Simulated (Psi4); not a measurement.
## Interaction calculation, with input and output: BSiH3F2 (part 1 of 2)

System: BSiH3F2, SMILES BF.F[SiH].
Method: SAPT2+(3)DMP2/jun-cc-pVDZ, RHF (Psi4 1.11).

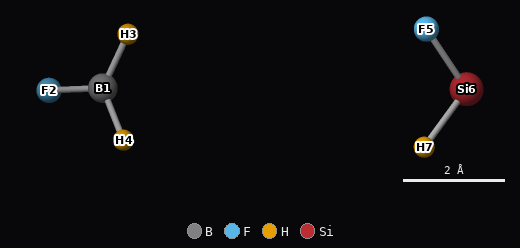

The structure (ball-and-stick view, seen at a tilt; atoms are numbered from 1 in the order of the input). Bond lengths as drawn: B–F 1.32 Å, B–H 1.20 Å, F–Si 1.61 Å and H–Si 1.54 Å.

## Results in brief

```json
{"quantity": "outcome", "value": "converged"}
{"quantity": "SCF energy", "value": "−514.282370 hartree"}
{"quantity": "MP2 energy", "value": "−389.227560 hartree"}
{"quantity": "correlation energy", "value": "−0.274058 hartree"}
{"quantity": "basis functions", "value": "91"}
{"quantity": "hardware", "value": "1 thread of Intel Xeon @ 2.60GHz (Ice Lake), 24 GiB of memory available, shared host"}
{"quantity": "wall time", "value": "10 s"}
{"quantity": "peak memory", "value": "0.33 GiB"}
```

## Input (run.py)
```python
import psi4

psi4.set_memory(1600000000)
psi4.set_num_threads(1)
psi4.set_output_file('bf2h3si.out', False)

m = psi4.geometry("""
0 1
B     -0.041200     0.011050    -0.025730
F      1.047300    -0.281650     0.654980
H     -1.026400    -0.634050     0.191280
H      0.020300     0.904650    -0.820520
--
0 1
F     -4.792620    -1.437520    -4.391350
Si    -4.089700    -1.404010    -5.841820
H     -3.383570    -0.047420    -5.656450
units angstrom
symmetry c1
no_reorient
no_com
""")

psi4.set_options(dict(basis='jun-cc-pVDZ', reference='rhf', scf_type='df', freeze_core='true'))

result, w = psi4.energy('sapt2+(3)dmp2', return_wfn=True)
print(f'total energy {result:.8f} hartree = {result * 27.211386:.5f} eV')
```

Run as:
```bash
python run.py
```

## Log
```
Psi4 1.11 release

   => Loading Basis Set <=

    Name: JUN-CC-PVDZ
    Role: ORBITAL
    Keyword: BASIS

   => Loading Basis Set <=

    Name: JUN-CC-PVDZ
    Role: ORBITAL
    Keyword: BASIS

  //>>>>>>>>>>>>>>>>>>>>>>>>>>>>>>>>>>>//
  //              Dimer HF             //
  //<<<<<<<<<<<<<<<<<<<<<<<<<<<<<<<<<<<//

   => Loading Basis Set <=

    Name: JUN-CC-PVDZ
    Role: ORBITAL
    Keyword: BASIS

         ---------------------------------------------------------
                                   SCF
                              RHF Reference
                        1 Threads,   1525 MiB Core
         ---------------------------------------------------------

  ==> Geometry <==

    Molecular point group: c1
    Full point group: C1

    Geometry (in Angstrom), charge = 0, multiplicity = 1:

       Center              X                  Y                   Z               Mass
    ------------   -----------------  -----------------  -----------------  -----------------
         B           -0.041200000000     0.011050000000    -0.025730000000    11.009305360000
         F            1.047300000000    -0.281650000000     0.654980000000    18.998403162730
         H           -1.026400000000    -0.634050000000     0.191280000000     1.007825032230
         H            0.020300000000     0.904650000000    -0.820520000000     1.007825032230
         F           -4.792620000000    -1.437520000000    -4.391350000000    18.998403162730
         SI          -4.089700000000    -1.404010000000    -5.841820000000    27.976926534650
         H           -3.383570000000    -0.047420000000    -5.656450000000     1.007825032230

  Running in c1 symmetry.

  Rotational constants: A =      0.44987  B =      0.00712  C =      0.00706 [cm^-1]
  Rotational constants: A =  13486.68926  B =    213.44494  C =    211.53249 [MHz]
  Nuclear repulsion =  102.459691460212142

  Charge       = 0
  Multiplicity = 1
  Electrons    = 40
  Nalpha       = 20
  Nbeta        = 20

  ==> Algorithm <==

  SCF Algorithm Type is DF.
  DIIS enabled.
  MOM disabled.
  Fractional occupation disabled.
  Guess Type is SAD.
  Energy threshold   = 1.00e-08
  Density threshold  = 1.00e-08
  Integral threshold = 1.00e-12

  ==> Primary Basis <==

  Basis Set: JUN-CC-PVDZ
    Blend: JUN-CC-PVDZ
    Number of shells: 43
    Number of basis functions: 91
    Number of Cartesian functions: 95
    Spherical Harmonics?: true
    Max angular momentum: 2

   => Loading Basis Set <=

    Name: (JUN-CC-PVDZ AUX)
    Role: JKFIT
    Keyword: DF_BASIS_SCF

  ==> Integral Setup <==

  DFHelper Memory: AOs need 0.024 GiB; user supplied 1.118 GiB.
  SCF_SUBTYPE=INCORE selected. In-core MEM_DF algorithm will be used.
  Using in-core AOs.

  ==> MemDFJK: Density-Fitted J/K Matrices <==

    J tasked:                   Yes
    K tasked:                   Yes
    wK tasked:                   No
    Memory [MiB]:              1144
    Algorithm:                 Core
    Schwarz Cutoff:           1E-12
    Mask sparsity (%):      21.0120
    Fitting Condition:        1E-10

   => Auxiliary Basis Set <=

  Basis Set: (JUN-CC-PVDZ AUX)
    Blend: JUN-CC-PVDZ-JKFIT
    Number of shells: 147
    Number of basis functions: 427
    Number of Cartesian functions: 488
    Spherical Harmonics?: true
    Max angular momentum: 3

  Minimum eigenvalue in the overlap matrix is 2.4098622533E-03.
  Reciprocal condition number of the overlap matrix is 4.7184919811E-04.
    Using symmetric orthogonalization.

  ==> Pre-Iterations <==

  SCF Guess: Superposition of Atomic Densities via on-the-fly atomic UHF (no occupation information).

   -------------------------
    Irrep   Nso     Nmo
   -------------------------
     A         91      91
   -------------------------
    Total      91      91
   -------------------------

  ==> Iterations <==

                           Total Energy        Delta E     RMS |[F,P]|

   @DF-RHF iter SAD:  -512.70603680352303   -5.12706e+02   0.00000e+00
   @DF-RHF iter   1:  -514.22182324082667   -1.51579e+00   4.41332e-03 ADIIS/DIIS
   @DF-RHF iter   2:  -514.25910602661577   -3.72828e-02   2.99526e-03 ADIIS/DIIS
   @DF-RHF iter   3:  -514.28201436563995   -2.29083e-02   2.22462e-04 ADIIS/DIIS
   @DF-RHF iter   4:  -514.28235574613291   -3.41380e-04   5.16814e-05 DIIS
   @DF-RHF iter   5:  -514.28236803134712   -1.22852e-05   1.84917e-05 DIIS
   @DF-RHF iter   6:  -514.28236989315940   -1.86181e-06   4.56350e-06 DIIS
   @DF-RHF iter   7:  -514.28237009677969   -2.03620e-07   1.01548e-06 DIIS
   @DF-RHF iter   8:  -514.28237010862495   -1.18453e-08   2.14871e-07 DIIS
   @DF-RHF iter   9:  -514.28237010919315   -5.68207e-10   3.67418e-08 DIIS
   @DF-RHF iter  10:  -514.28237010921202   -1.88720e-11   8.95765e-09 DIIS
  Energy and wave function converged.

  ==> Post-Iterations <==

    Orbital Energies [Eh]
    ---------------------

    Doubly Occupied:

       1A    -68.858147     2A    -26.318570     3A    -26.305301
       4A     -7.681849     5A     -6.198307     6A     -4.301250
       7A     -4.300688     8A     -4.297715     9A     -1.629625
      10A     -1.601101    11A     -0.798231    12A     -0.764927
      13A     -0.709242    14A     -0.678761    15A     -0.677855
      16A     -0.662336    17A     -0.628348    18A     -0.569119
      19A     -0.487396    20A     -0.356082

    Virtual:

      21A      0.002790    22A      0.042089    23A      0.048682
      24A      0.054945    25A      0.064885    26A      0.066555
      27A      0.074511    28A      0.086568    29A      0.108100
      30A      0.131088    31A      0.166261    32A      0.207260
      33A      0.253327    34A      0.261117    35A      0.279137
      36A      0.281048    37A      0.285179    38A      0.293644
      39A      0.295929    40A      0.304780    41A      0.369070
      42A      0.433837    43A      0.456081    44A      0.489309
      45A      0.499778    46A      0.512065    47A      0.535628
      48A      0.548126    49A      0.569068    50A      0.597926
      51A      0.619585    52A      0.629778    53A      0.656342
      54A      0.663099    55A      0.769433    56A      0.826432
      57A      0.851380    58A      0.895791    59A      0.911770
      60A      1.012826    61A      1.060607    62A      1.313507
      63A      1.389436    64A      1.394119    65A      1.646162
      66A      1.652731    67A      1.704260    68A      1.725626
      69A      1.731458    70A      1.783411    71A      1.800295
      72A      1.808250    73A      1.836125    74A      1.934774
      75A      1.973303    76A      2.151719    77A      2.248755
      78A      2.472038    79A      2.583114    80A      2.672900
      81A      2.718052    82A      3.968358    83A      3.971032
      84A      3.987697    85A      4.019756    86A      4.023138
      87A      4.044392    88A      4.141070    89A      4.271534
      90A      4.328889    91A      4.514914

    Final Occupation by Irrep:
              A
    DOCC [    20 ]
    NA   [    20 ]
    NB   [    20 ]

  @DF-RHF Final Energy:  -514.28237010921202

   => Energetics <=

    Nuclear Repulsion Energy =            102.4596914602121416
    One-Electron Energy =                -917.8344228336250126
    Two-Electron Energy =                 301.0923612642008038
    Total Energy =                       -514.2823701092120245

Computation Completed

Properties will be evaluated at   0.000000,   0.000000,   0.000000 [a0]

Properties computed using the SCF density matrix

 Multipole Moments:

 ------------------------------------------------------------------------------------
     Multipole            Electronic (a.u.)      Nuclear  (a.u.)        Total (a.u.)
 ------------------------------------------------------------------------------------

 L = 1.  Multiply by 2.5417464519 to convert [e a0] to [Debye]
 Dipole X            :        180.4985147         -180.5810002           -0.0824855
 Dipole Y            :         66.0981468          -65.8574090            0.2407378
 Dipole Z            :        229.5452560         -230.2199481           -0.6746921
 Magnitude           :                                                    0.7210881

 ------------------------------------------------------------------------------------

	total time  =          1 seconds =       0.02 minutes

  //>>>>>>>>>>>>>>>>>>>>>>>>>>>>>>>>>>>//
  //               DFMP2               //
  //<<<<<<<<<<<<<<<<<<<<<<<<<<<<<<<<<<<//

   => Loading Basis Set <=

    Name: (JUN-CC-PVDZ AUX)
    Role: RIFIT
    Keyword: DF_BASIS_MP2

	 --------------------------------------------------------
	                          DF-MP2
	      2nd-Order Density-Fitted Moller-Plesset Theory
	              RMP2 Wavefunction,   1 Threads

	 --------------------------------------------------------

   => Auxiliary Basis Set <=

  Basis Set: (JUN-CC-PVDZ AUX)
    Blend: JUN-CC-PVDZ-RI
    Number of shells: 108
    Number of basis functions: 322
    Number of Cartesian functions: 373
    Spherical Harmonics?: true
    Max angular momentum: 3

	 --------------------------------------------------------
	                 NBF =    91, NAUX =   322
	 --------------------------------------------------------
	   CLASS    FOCC     OCC    AOCC    AVIR     VIR    FVIR
	   PAIRS       8      20      12      71      71       0
	 --------------------------------------------------------

	 Will save fitting metric to file 97.

	-----------------------------------------------------------
	 ==================> DF-MP2 Energies <====================
	-----------------------------------------------------------
	 Reference Energy          =    -514.2823701092120245 [Eh]
	 Singles Energy            =      -0.0000000000000000 [Eh]
	 Same-Spin Energy          =      -0.1320593339540728 [Eh]
	 Opposite-Spin Energy      =      -0.4202568960349932 [Eh]
	 Correlation Energy        =      -0.5523162299890660 [Eh]
	 Total Energy              =    -514.8346863392010846 [Eh]
	-----------------------------------------------------------
	 ================> DF-SCS-MP2 Energies <==================
	-----------------------------------------------------------
	 SCS Same-Spin Scale       =       0.3333333333333333 [-]
	 SCS Opposite-Spin Scale   =       1.2000000000000000 [-]
	 SCS Same-Spin Energy      =      -0.0440197779846909 [Eh]
	 SCS Opposite-Spin Energy  =      -0.5043082752419917 [Eh]
	 SCS Correlation Energy    =      -0.5483280532266827 [Eh]
	 SCS Total Energy          =    -514.8306981624386935 [Eh]
	-----------------------------------------------------------

	total time  =          1 seconds =       0.02 minutes

  //>>>>>>>>>>>>>>>>>>>>>>>>>>>>>>>>>>>//
  //            Monomer A HF           //
  //<<<<<<<<<<<<<<<<<<<<<<<<<<<<<<<<<<<//

  ==> Geometry <==

    Molecular point group: c1
    Full point group: C1

    Geometry (in Angstrom), charge = 0, multiplicity = 1:

       Center              X                  Y                   Z               Mass
    ------------   -----------------  -----------------  -----------------  -----------------
         B           -0.041200000000     0.011050000000    -0.025730000000    11.009305360000
         F            1.047300000000    -0.281650000000     0.654980000000    18.998403162730
         H           -1.026400000000    -0.634050000000     0.191280000000     1.007825032230
         H            0.020300000000     0.904650000000    -0.820520000000     1.007825032230
      Gh(F)          -4.792620000000    -1.437520000000    -4.391350000000    18.998403162730
      Gh(SI)         -4.089700000000    -1.404010000000    -5.841820000000    27.976926534650
      Gh(H)          -3.383570000000    -0.047420000000    -5.656450000000     1.007825032230

  Running in c1 symmetry.

  Rotational constants: A =      0.44987  B =      0.00712  C =      0.00706 [cm^-1]
  Rotational constants: A =  13486.68926  B =    213.44494  C =    211.53249 [MHz]
  Nuclear repulsion =   27.175696371691735

  Charge       = 0
  Multiplicity = 1
  Electrons    = 16
  Nalpha       = 8
  Nbeta        = 8

  ==> Iterations <==

                           Total Energy        Delta E     RMS |[F,P]|

   @DF-RHF iter SAD:  -124.50579672667006   -1.24506e+02   0.00000e+00
   @DF-RHF iter   1:  -125.30416862580020   -7.98372e-01   2.86732e-03 ADIIS/DIIS
   @DF-RHF iter   2:  -125.32014888520987   -1.59803e-02   1.83741e-03 ADIIS/DIIS
   @DF-RHF iter   3:  -125.32873342159255   -8.58454e-03   1.48169e-04 ADIIS/DIIS
   @DF-RHF iter   4:  -125.32887532783823   -1.41906e-04   1.74476e-05 DIIS
   @DF-RHF iter   5:  -125.32887790857291   -2.58073e-06   5.56598e-06 DIIS
   @DF-RHF iter   6:  -125.32887822466591   -3.16093e-07   1.32947e-06 DIIS
   @DF-RHF iter   7:  -125.32887824328678   -1.86209e-08   2.23699e-07 DIIS
   @DF-RHF iter   8:  -125.32887824380373   -5.16948e-10   2.65082e-08 DIIS
   @DF-RHF iter   9:  -125.32887824381073   -7.00595e-12   5.38536e-09 DIIS
  Energy and wave function converged.

  ==> Post-Iterations <==

    Final Occupation by Irrep:
              A
    DOCC [     8 ]
    NA   [     8 ]
    NB   [     8 ]

  @DF-RHF Final Energy:  -125.32887824381073

   => Energetics <=

    Nuclear Repulsion Energy =             27.1756963716917355
    One-Electron Energy =                -227.1386081710810458
    Two-Electron Energy =                  74.6340335555785686
    Total Energy =                       -125.3288782438107347

Computation Completed

Properties will be evaluated at   0.000000,   0.000000,   0.000000 [a0]

Properties computed using the SCF density matrix

 Multipole Moments:

 ------------------------------------------------------------------------------------
     Multipole            Electronic (a.u.)      Nuclear  (a.u.)        Total (a.u.)
```
